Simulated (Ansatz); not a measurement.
# HfClF₃ + HF: a complex and its separated parts, part 1 of 2

Aim: how far the complex at one end of a reaction step lies below its separated, relaxed parts, level by level.

Method: PBE0-D4/def2-TZVP structures, single points in def2-TZVPP, no counterpoise correction; program: Ansatz 0.2.0, Gaussian basis.

Levels: SPW92, PBE-D4, BLYP-D4, r2SCAN-D4, B97M-V, PBE0-D4, B3LYP-D4, r2SCAN0-D4, BHLYP-D4, CAM-B3LYP-D4, wB97X-V, wB97M-V, B2PLYP, PBE-QIDH, RPA on PBE, Hartree-Fock, MP2, CCSD, CCSD(T).

Correlated methods freeze the cores. Core potentials replace the inner electrons past krypton, and spin-orbit coupling is left out. B3LYP uses VWN-RPA correlation. B2PLYP carries no dispersion term here.

88 further runs of the same task are left out: 88 set aside as unsound or not needed. Runs told in other sessions of the task aren't counted.

### Step 1. Where the work starts

The complex: 7 atoms, charge 0, spin multiplicity 1.

Atoms are counted from 1 here; the program's logs count them from 0.

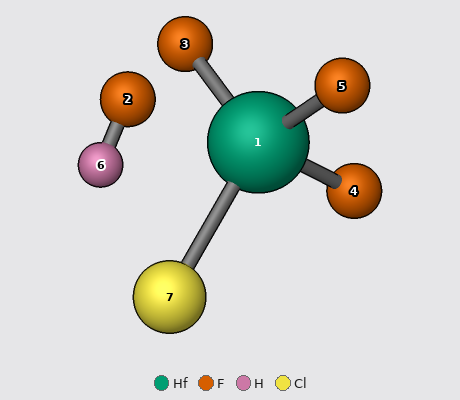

Start geometry, drawn with hafnium teal, fluorine orange, hydrogen pink, chlorine yellow; atoms are numbered from 1 in the order of the file.

As a file:

```xyz
7

Hf   -0.6505   -0.1446   -0.0434
F     1.7128   -0.2738    0.5191
F    -0.2492   -1.8268   -0.8141
F    -2.4372    0.1374   -0.5831
F    -0.7922   -0.1805    1.8443
H     1.9910    0.5131    0.0891
Cl    0.4253    1.7753   -1.0120
```

Its parts: HfClF₃ holds atoms 1, 3, 4, 5, 7; HF holds atoms 2, 6. Each part counts its atoms afresh in its own runs.

### Step 2. Relaxing HfClF₃ alone

The input, relax-a/in.yaml:

```yaml
crystal:
  periodic: [false, false, false]
  atoms:
    - {symbol: Hf, position_ang: [-0.650527, -0.144620, -0.043380]}
    - {symbol: F, position_ang: [-0.249152, -1.826790, -0.814067]}
    - {symbol: F, position_ang: [-2.437248, 0.137356, -0.583112]}
    - {symbol: F, position_ang: [-0.792188, -0.180537, 1.844307]}
    - {symbol: Cl, position_ang: [0.425320, 1.775302, -1.012001]}
basis:
  gaussian: {orbitals: def2-TZVP}
hamiltonian: {xc: pbe0, dispersion: d4}
relax: {f_tol: 0.005, max_steps: 200}
```

Started as:

```console
$ ansatz run in.yaml --threads 8 --pin off --events-out ev --progress --plain --max-ram 19148MiB
```

Log, shortened:

```text
Functional definition: PBE0
  name "PBE0"
  cite "Adamo & Barone, J. Chem. Phys. 110, 6158 (1999) doi:10.1063/1.478522"
  cite "Perdew, Burke & Ernzerhof, Phys. Rev. Lett. 77, 3865 (1996) doi:10.1103/PhysRevLett.77.3865"
  parent pbe
[...]
1129 factors; their error is unknown
[...]
mean field -21981.09252382 eV, -807.7902509309 hartree, gradient 1.5e-5 eV, S^2 0.000000; 0 other end points of the search recorded, 0 dependent functions left out
[...]
reference -21981.09255990 eV, -807.7902522565 hartree; 28, 28 occupied and 142, 142 virtual orbitals, 1129 factors
[...]
reference -21981.24010018 eV, -807.7956742618 hartree; 28, 28 occupied and 142, 142 virtual orbitals, 1129 factors
Total energy: -21981.32357165 eV, -807.7987417820 hartree
Atom 0 at    -0.783439    -0.106538    -0.094040 Å, force     0.001236     0.001878    -0.000909 eV/Å
Atom 1 at    -0.152196    -1.750698    -0.782686 Å, force    -0.000041     0.000192    -0.000407 eV/Å
Atom 2 at    -2.592459     0.112609    -0.599412 Å, force     0.000078    -0.000358     0.000238 eV/Å
Atom 3 at    -0.678637    -0.155625     1.793438 Å, force    -0.000122     0.000434    -0.000015 eV/Å
Atom 4 at     0.502936     1.660963    -0.925553 Å, force    -0.001152    -0.002146     0.001093 eV/Å
Dipole moment:    -0.000531    -0.000772     0.000368 e Å
```

Run time: 8 s. Hardware: 8 threads of Arm Neoverse V1, shared host.

The steps of the relaxation:

```
step  energy from step 1 (eV)  largest force component (eV/Å)
   1                   0.0000                          0.8806
   2                  -0.1358                          0.5473
   3                  -0.1476                          0.1321
   4                  -0.1484                          0.0448
   5                  -0.1486                          0.0021
```

Close pairs (by a distance rule), those that changed most:

```
   bond  before (Å)  after (Å)  change (Å)
Hf1–Cl5       2.405      2.339      -0.066
 Hf1–F3       1.888      1.891      +0.003
 Hf1–F2       1.893      1.891      -0.002
 Hf1–F4       1.893      1.891      -0.002
```

### Step 3. Relaxing HF alone

The input, relax-b/in.yaml:

```yaml
crystal:
  periodic: [false, false, false]
  atoms:
    - {symbol: F, position_ang: [1.712766, -0.273812, 0.519143]}
    - {symbol: H, position_ang: [1.991027, 0.513102, 0.089111]}
basis:
  gaussian: {orbitals: def2-TZVP}
hamiltonian: {xc: pbe0, dispersion: d4}
relax: {f_tol: 0.005, max_steps: 200}
```

Started as:

```console
$ ansatz run in.yaml --threads 8 --pin off --events-out ev --progress --plain --max-ram 19148MiB
```

Log, shortened:

```text
[... 5 set-up lines as earlier in the session ...]
[...]
200 factors; their error is unknown
[...]
mean field -2731.79135608 eV, -100.3914806614 hartree, gradient 6.9e-6 eV, S^2 0.000000; 0 other end points of the search recorded, 0 dependent functions left out
[...]
reference -2731.80170840 eV, -100.3918611022 hartree; 5, 5 occupied and 32, 32 virtual orbitals, 200 factors
Total energy: -2731.80322170 eV, -100.3919167147 hartree
Atom 0 at     1.715563    -0.265902     0.514820 Å, force     0.000001     0.000002    -0.000001 eV/Å
Atom 1 at     1.988230     0.505192     0.093434 Å, force    -0.000001    -0.000002     0.000001 eV/Å
Dipole moment:     0.118788     0.335929    -0.183578 e Å
```

It took 0.45 s on 8 threads of Arm Neoverse V1, shared host.

Relaxation path:

```
step  energy from step 1 (eV)  largest force component (eV/Å)
   1                   0.0000                          0.8973
   2                  -0.0099                          0.2010
   3                  -0.0103                          0.0102
   4                  -0.0103                          0.0067
   5                  -0.0103                          0.0000
```

The bond:

```
 bond  before (Å)  after (Å)  change (Å)
F1–H2       0.939      0.920      -0.019
```

### Step 4. SPW92/def2-TZVPP

The input, parta/in.yaml:

```yaml
crystal:
  periodic: [false, false, false]
  atoms:
    - {symbol: Hf, position_ang: [-0.783439, -0.106538, -0.094040]}
    - {symbol: F, position_ang: [-0.152196, -1.750698, -0.782686]}
    - {symbol: F, position_ang: [-2.592459, 0.112609, -0.599412]}
    - {symbol: F, position_ang: [-0.678637, -0.155625, 1.793438]}
    - {symbol: Cl, position_ang: [0.502936, 1.660963, -0.925553]}
basis:
  gaussian: {orbitals: def2-TZVPP}
hamiltonian: {xc: lda}
```

The input, partb/in.yaml:

```yaml
crystal:
  periodic: [false, false, false]
  atoms:
    - {symbol: F, position_ang: [1.715563, -0.265902, 0.514820]}
    - {symbol: H, position_ang: [1.988230, 0.505192, 0.093434]}
basis:
  gaussian: {orbitals: def2-TZVPP}
hamiltonian: {xc: lda}
```

The same command starts each run, in its folder.

Started as:

```console
$ ansatz run in.yaml --threads 8 --pin off --events-out ev --progress --plain --max-ram 19148MiB
```

Log of parta, shortened:

```text
Functional definition: SPW92
  name "SPW92"
  cite "Dirac, Proc. Camb. Phil. Soc. 26, 376 (1930) doi:10.1017/S0305004100016108"
  cite "Slater, Phys. Rev. 81, 385 (1951) doi:10.1103/PhysRev.81.385"
  cite "Perdew & Wang, Phys. Rev. B 45, 13244 (1992) doi:10.1103/PhysRevB.45.13244"
[...]
1120 factors; their error is unknown
[...]
mean field -21898.65372457 eV, -804.7606809375 hartree, gradient 7.6e-5 eV, S^2 0.000000; 0 other end points of the search recorded, 0 dependent functions left out
reference -21898.65376892 eV, -804.7606825672 hartree; 28, 28 occupied and 163, 163 virtual orbitals, 1120 factors
Total energy: -21898.65376892 eV, -804.7606825672 hartree
```

Log of partb, shortened:

```text
[... 5 set-up lines as earlier in the session ...]
[...]
215 factors; their error is unknown
[...]
mean field -2716.76651783 eV, -99.8393280396 hartree, gradient 3.5e-5 eV, S^2 0.000000; 0 other end points of the search recorded, 0 dependent functions left out
reference -2716.76652891 eV, -99.8393284469 hartree; 5, 5 occupied and 40, 40 virtual orbitals, 215 factors
Total energy: -2716.76652891 eV, -99.8393284469 hartree
```

Times: 0.61 s (parta), 0.1 s (partb) on 8 threads of Arm Neoverse V1, shared host.

### Step 5. PBE-D4/def2-TZVPP

Each input of step 4 (parta, partb) changes in the same lines:

```diff
-hamiltonian: {xc: lda}
+hamiltonian: {xc: pbe, dispersion: d4}
```

One command serves all of them, each in its own folder.

Started as:

```console
$ ansatz run in.yaml --threads 8 --pin off --events-out ev --progress --plain --max-ram 19148MiB
```

Log of parta, shortened:

```text
Functional definition: PBE
  name "PBE"
[... 2 set-up lines as earlier in the session ...]
[...]
1120 factors; their error is unknown
[...]
mean field -21981.57763166 eV, -807.8080783150 hartree, gradient 6.5e-5 eV, S^2 0.000000; 0 other end points of the search recorded, 0 dependent functions left out
reference -21981.57767826 eV, -807.8080800274 hartree; 28, 28 occupied and 163, 163 virtual orbitals, 1120 factors
Total energy: -21981.67425720 eV, -807.8116292382 hartree
```

partb printed, shortened:

```text
[... 4 set-up lines as earlier in the session ...]
[...]
215 factors; their error is unknown
[...]
mean field -2731.84359248 eV, -100.3934003136 hartree, gradient 4.7e-5 eV, S^2 0.000000; 0 other end points of the search recorded, 0 dependent functions left out
reference -2731.84360459 eV, -100.3934007586 hartree; 5, 5 occupied and 40, 40 virtual orbitals, 215 factors
Total energy: -2731.84549848 eV, -100.3934703577 hartree
```

Wall times: 0.86 s (parta), 0.1 s (partb) on 8 threads of Arm Neoverse V1, shared host.

### Step 6. BLYP-D4/def2-TZVPP

Each input of step 5 (parta, partb) changes in the same lines:

```diff
-hamiltonian: {xc: pbe, dispersion: d4}
+hamiltonian: {xc: {name: BLYP}, dispersion: d4}
```

Each run has its own folder and the same command.

Started as:

```console
$ ansatz run in.yaml --threads 8 --pin off --events-out ev --progress --plain --max-ram 19148MiB
```

parta printed, shortened:

```text
Functional definition: BLYP
  name "BLYP"
  cite "Becke, Phys. Rev. A 38, 3098 (1988) doi:10.1103/PhysRevA.38.3098"
  cite "Lee, Yang & Parr, Phys. Rev. B 37, 785 (1988) doi:10.1103/PhysRevB.37.785"
[...]
1120 factors; their error is unknown
[...]
mean field -21992.78528252 eV, -808.2199518875 hartree, gradient 5.2e-5 eV, S^2 0.000000; 0 other end points of the search recorded, 0 dependent functions left out
reference -21992.78562864 eV, -808.2199646071 hartree; 28, 28 occupied and 163, 163 virtual orbitals, 1120 factors
Total energy: -21992.98314539 eV, -808.2272232137 hartree
```

Output in partb, shortened:

```text
[... 4 set-up lines as earlier in the session ...]
[...]
215 factors; their error is unknown
[...]
mean field -2734.23794149 eV, -100.4813910166 hartree, gradient 3.9e-5 eV, S^2 0.000000; 0 other end points of the search recorded, 0 dependent functions left out
reference -2734.23806509 eV, -100.4813955590 hartree; 5, 5 occupied and 40, 40 virtual orbitals, 215 factors
Total energy: -2734.24264710 eV, -100.4815639445 hartree
```

Times: 0.9 s (parta), 0.1 s (partb) on 8 threads of Arm Neoverse V1, shared host.

### Step 7. r2SCAN-D4/def2-TZVPP

Each input of step 6 (parta, partb) changes in the same lines:

```diff
-hamiltonian: {xc: {name: BLYP}, dispersion: d4}
+hamiltonian: {xc: r2scan, dispersion: d4}
```

One command serves all of them, each in its own folder.

Started as:

```console
$ ansatz run in.yaml --threads 8 --pin off --events-out ev --progress --plain --max-ram 19148MiB
```

Log of parta, shortened:

```text
Functional definition: r2SCAN
  name "r2SCAN"
  cite "Furness, Kaplan, Ning, Perdew & Sun, J. Phys. Chem. Lett. 11, 8208 (2020) doi:10.1021/acs.jpclett.0c02405"
  cite "Furness, Kaplan, Ning, Perdew & Sun, J. Phys. Chem. Lett. 11, 9248 (2020) doi:10.1021/acs.jpclett.0c03077"
  parent r2scan
[...]
1120 factors; their error is unknown
[...]
mean field -21990.37382479 eV, -808.1313324503 hartree, gradient 1.5e-5 eV, S^2 0.000000; 0 other end points of the search recorded, 0 dependent functions left out
reference -21990.37383894 eV, -808.1313329704 hartree; 28, 28 occupied and 163, 163 virtual orbitals, 1120 factors
Total energy: -21990.39679906 eV, -808.1321767392 hartree
```

Output in partb, shortened:

```text
[... 5 set-up lines as earlier in the session ...]
[...]
215 factors; their error is unknown
[...]
mean field -2733.29261892 eV, -100.4466510532 hartree, gradient 6.5e-6 eV, S^2 0.000000; 0 other end points of the search recorded, 0 dependent functions left out
reference -2733.29262210 eV, -100.4466511701 hartree; 5, 5 occupied and 40, 40 virtual orbitals, 215 factors
Total energy: -2733.29307964 eV, -100.4466679842 hartree
```

Times: 2.3 s (parta), 0.35 s (partb) on 8 threads of Arm Neoverse V1, shared host.

### Step 8. B97M-V/def2-TZVPP

The same edit goes into each in.yaml of step 7 (parta, partb):

```diff
-hamiltonian: {xc: r2scan, dispersion: d4}
+hamiltonian: {xc: {name: B97M-V}}
```

The same command starts each run, in its folder.

Started as:

```console
$ ansatz run in.yaml --threads 8 --pin off --events-out ev --progress --plain --max-ram 19148MiB
```

Log of parta, shortened:

```text
Functional definition: B97M-V
  name "B97M-V"
  cite "Mardirossian & Head-Gordon, J. Chem. Phys. 142, 074111 (2015) doi:10.1063/1.4907719"
  cite "Becke, J. Chem. Phys. 107, 8554 (1997) doi:10.1063/1.475007"
  cite "Vydrov & Van Voorhis, J. Chem. Phys. 133, 244103 (2010) doi:10.1063/1.3521275"
  # Of w^i u^j: cxij and so on, Table III.
[...]
  gx(w, u) = cx00 + cx01*u + cx02*u^2 + (cx10 + cx11*u)*w
[...]
  gos(w, u) = cos00 + cos01*u + cos03*u^3 + cos10*w + cos32*w^3*u^2
[...]
      + integral(e_c_pw_mod_opposite_spin*gos(b97_w_opposite, b97_u_opposite)) + vv10(b, c)
1120 factors; their error is unknown
[...]
mean field -21987.78586148 eV, -808.0362265528 hartree, gradient 2.3e-5 eV, S^2 0.000000; 0 other end points of the search recorded, 0 dependent functions left out
reference -21987.78592680 eV, -808.0362289531 hartree; 28, 28 occupied and 163, 163 virtual orbitals, 1120 factors
Total energy: -21987.78592680 eV, -808.0362289531 hartree
```

Log of partb, shortened:

```text
[... 5 set-up lines as earlier in the session ...]
  # Of w^i u^j: cxij and so on, Table III.
[...]
  gx(w, u) = cx00 + cx01*u + cx02*u^2 + (cx10 + cx11*u)*w
[...]
  gos(w, u) = cos00 + cos01*u + cos03*u^3 + cos10*w + cos32*w^3*u^2
[...]
      + integral(e_c_pw_mod_opposite_spin*gos(b97_w_opposite, b97_u_opposite)) + vv10(b, c)
215 factors; their error is unknown
[...]
mean field -2733.38837270 eV, -100.4501699397 hartree, gradient 2.3e-5 eV, S^2 0.000000; 0 other end points of the search recorded, 0 dependent functions left out
reference -2733.38839042 eV, -100.4501705907 hartree; 5, 5 occupied and 40, 40 virtual orbitals, 215 factors
Total energy: -2733.38839042 eV, -100.4501705907 hartree
```

They took 3.8 s (parta), 0.2 s (partb) on 8 threads of Arm Neoverse V1, shared host.

### Step 9. PBE0-D4/def2-TZVPP

The same edit goes into each in.yaml of step 8 (parta, partb):

```diff
-hamiltonian: {xc: {name: B97M-V}}
+hamiltonian: {xc: pbe0, dispersion: d4}
+output: {orbitals: {seedname: orbitals}}
```

The same command starts each run, in its folder.

Started as:

```console
$ ansatz run in.yaml --threads 8 --pin off --events-out ev --progress --plain --max-ram 19148MiB
```

parta printed, shortened:

```text
[... 5 set-up lines as earlier in the session ...]
[...]
1197 factors; their error is unknown
[...]
mean field -21981.42700030 eV, -807.8025427146 hartree, gradient 1.9e-5 eV, S^2 0.000000; 0 other end points of the search recorded, 0 dependent functions left out
reference -21981.42703553 eV, -807.8025440093 hartree; 28, 28 occupied and 163, 163 virtual orbitals, 1197 factors
Total energy: -21981.51050702 eV, -807.8056115300 hartree
```

Log of partb, shortened:

```text
[... 5 set-up lines as earlier in the session ...]
[...]
215 factors; their error is unknown
[...]
mean field -2731.86111776 eV, -100.3940443558 hartree, gradient 4.0e-5 eV, S^2 0.000000; 0 other end points of the search recorded, 0 dependent functions left out
reference -2731.86112648 eV, -100.3940446761 hartree; 5, 5 occupied and 40, 40 virtual orbitals, 215 factors
Total energy: -2731.86263977 eV, -100.3941002886 hartree
```

Times: 1.3 s (parta), 0.1 s (partb) on 8 threads of Arm Neoverse V1, shared host.

### Step 10. B3LYP-D4/def2-TZVPP

Each input of step 9 (parta, partb) changes in the same lines:

```diff
-hamiltonian: {xc: pbe0, dispersion: d4}
-output: {orbitals: {seedname: orbitals}}
+hamiltonian: {xc: {name: B3LYP}, dispersion: d4}
```

One command serves all of them, each in its own folder.

Started as:

```console
$ ansatz run in.yaml --threads 8 --pin off --events-out ev --progress --plain --max-ram 19148MiB
```

Output in parta, shortened:

```text
Functional definition: B3LYP
  name "B3LYP"
  cite "Stephens, Devlin, Chabalowski & Frisch, J. Phys. Chem. 98, 11623 (1994) doi:10.1021/j100096a001"
[... 2 set-up lines as earlier in the session ...]
  cite "Vosko, Wilk & Nusair, Can. J. Phys. 58, 1200 (1980) doi:10.1139/p80-159"
[...]
1154 factors; their error is unknown
[...]
mean field -21994.59140683 eV, -808.2863257314 hartree, gradient 8.7e-6 eV, S^2 0.000000; 0 other end points of the search recorded, 0 dependent functions left out
reference -21994.59166576 eV, -808.2863352469 hartree; 28, 28 occupied and 163, 163 virtual orbitals, 1154 factors
Total energy: -21994.74774441 eV, -808.2920710315 hartree
```

Log of partb, shortened:

```text
[... 6 set-up lines as earlier in the session ...]
[...]
215 factors; their error is unknown
[...]
mean field -2734.54626027 eV, -100.4927215229 hartree, gradient 1.9e-5 eV, S^2 0.000000; 0 other end points of the search recorded, 0 dependent functions left out
reference -2734.54635111 eV, -100.4927248612 hartree; 5, 5 occupied and 40, 40 virtual orbitals, 215 factors
Total energy: -2734.54934083 eV, -100.4928347313 hartree
```

Times: 1.3 s (parta), 0.15 s (partb) on 8 threads of Arm Neoverse V1, shared host.

### Step 11. r2SCAN0-D4/def2-TZVPP

Each input of step 10 (parta, partb) changes in the same lines:

```diff
-hamiltonian: {xc: {name: B3LYP}, dispersion: d4}
+hamiltonian: {xc: {name: r2SCAN0}, dispersion: d4}
```

The same command starts each run, in its folder.

Started as:

```console
$ ansatz run in.yaml --threads 8 --pin off --events-out ev --progress --plain --max-ram 19148MiB
```

Output in parta, shortened:

```text
Functional definition: r2SCAN0
  name "r2SCAN0"
  cite "Bursch, Neugebauer, Ehlert & Grimme, J. Chem. Phys. 156, 134105 (2022) doi:10.1063/5.0086040"
[... 3 set-up lines as earlier in the session ...]
[...]
1197 factors; their error is unknown
[...]
mean field -21987.80810529 eV, -808.0370439977 hartree, gradient 1.4e-5 eV, S^2 0.000000; 0 other end points of the search recorded, 0 dependent functions left out
reference -21987.80811681 eV, -808.0370444212 hartree; 28, 28 occupied and 163, 163 virtual orbitals, 1197 factors
Total energy: -21987.83615853 eV, -808.0380749353 hartree
```

Output in partb, shortened:

```text
[... 6 set-up lines as earlier in the session ...]
[...]
215 factors; their error is unknown
[...]
mean field -2732.94545879 eV, -100.4338931537 hartree, gradient 6.6e-5 eV, S^2 0.000000; 0 other end points of the search recorded, 0 dependent functions left out
reference -2732.94546125 eV, -100.4338932442 hartree; 5, 5 occupied and 40, 40 virtual orbitals, 215 factors
Total energy: -2732.94596323 eV, -100.4339116913 hartree
```

They took 2.3 s (parta), 0.35 s (partb) on 8 threads of Arm Neoverse V1, shared host.

### Step 12. BHLYP-D4/def2-TZVPP

The same edit goes into each in.yaml of step 11 (parta, partb):

```diff
-hamiltonian: {xc: {name: r2SCAN0}, dispersion: d4}
+hamiltonian: {xc: {name: BHLYP}, dispersion: d4}
```

The same command starts each run, in its folder.

Started as:

```console
$ ansatz run in.yaml --threads 8 --pin off --events-out ev --progress --plain --max-ram 19148MiB
```

Log of parta, shortened:

```text
Functional definition: BHLYP
  name "BHLYP"
  cite "Becke, J. Chem. Phys. 98, 1372 (1993) doi:10.1063/1.464304"
[... 2 set-up lines as earlier in the session ...]
[...]
1320 factors; their error is unknown
[...]
mean field -21987.96148290 eV, -808.0426805211 hartree, gradient 6.9e-5 eV, S^2 0.000000; 0 other end points of the search recorded, 0 dependent functions left out
reference -21987.96165659 eV, -808.0426869038 hartree; 28, 28 occupied and 163, 163 virtual orbitals, 1320 factors
Total energy: -21988.10652295 eV, -808.0480106446 hartree
```

partb printed, shortened:

```text
[... 5 set-up lines as earlier in the session ...]
[...]
234 factors; their error is unknown
[...]
mean field -2733.43313181 eV, -100.4518148063 hartree, gradient 1.2e-5 eV, S^2 0.000000; 0 other end points of the search recorded, 0 dependent functions left out
reference -2733.43319234 eV, -100.4518170310 hartree; 5, 5 occupied and 40, 40 virtual orbitals, 234 factors
Total energy: -2733.43492031 eV, -100.4518805328 hartree
```

They took 1.2 s (parta), 0.1 s (partb) on 8 threads of Arm Neoverse V1, shared host.

### Step 13. CAM-B3LYP-D4/def2-TZVPP

The same edit goes into each in.yaml of step 12 (parta, partb):

```diff
-hamiltonian: {xc: {name: BHLYP}, dispersion: d4}
+hamiltonian: {xc: {name: CAM-B3LYP}, dispersion: d4}
```

Each run has its own folder and the same command.

Started as:

```console
$ ansatz run in.yaml --threads 8 --pin off --events-out ev --progress --plain --max-ram 19148MiB
```

Log of parta, shortened:

```text
Functional definition: CAM-B3LYP
  name "CAM-B3LYP"
  cite "Yanai, Tew & Handy, Chem. Phys. Lett. 393, 51 (2004) doi:10.1016/j.cplett.2004.06.011"
  cite "Iikura, Tsuneda, Yanai & Hirao, J. Chem. Phys. 115, 3540 (2001) doi:10.1063/1.1383587"
[... 2 set-up lines as earlier in the session ...]
[...]
  # Exact exchange under (alpha + beta erf(omega r))/r, Becke's under what is left of 1/r.
[...]
1139 factors; their error is unknown
226 factors; integrals over basis functions are off by at most 1.4e-5 eV
[...]
mean field -21991.30825108 eV, -808.1656719832 hartree, gradient 5.2e-5 eV, S^2 0.000000; 0 other end points of the search recorded, 0 dependent functions left out
reference -21991.30837771 eV, -808.1656766365 hartree; 28, 28 occupied and 163, 163 virtual orbitals, 1139 factors
Total energy: -21991.39561794 eV, -808.1688826558 hartree
```

Output in partb, shortened:

```text
[... 6 set-up lines as earlier in the session ...]
[...]
  # Exact exchange under (alpha + beta erf(omega r))/r, Becke's under what is left of 1/r.
[...]
215 factors; their error is unknown
48 factors; integrals over basis functions are off by at most 4.9e-5 eV
[...]
mean field -2733.85902818 eV, -100.4674662093 hartree, gradient 6.2e-5 eV, S^2 0.000000; 0 other end points of the search recorded, 0 dependent functions left out
reference -2733.85907231 eV, -100.4674678312 hartree; 5, 5 occupied and 40, 40 virtual orbitals, 215 factors
Total energy: -2733.86051264 eV, -100.4675207622 hartree
```

Times: 1.3 s (parta), 0.15 s (partb) on 8 threads of Arm Neoverse V1, shared host.

(Continued in part 2 of 2.)
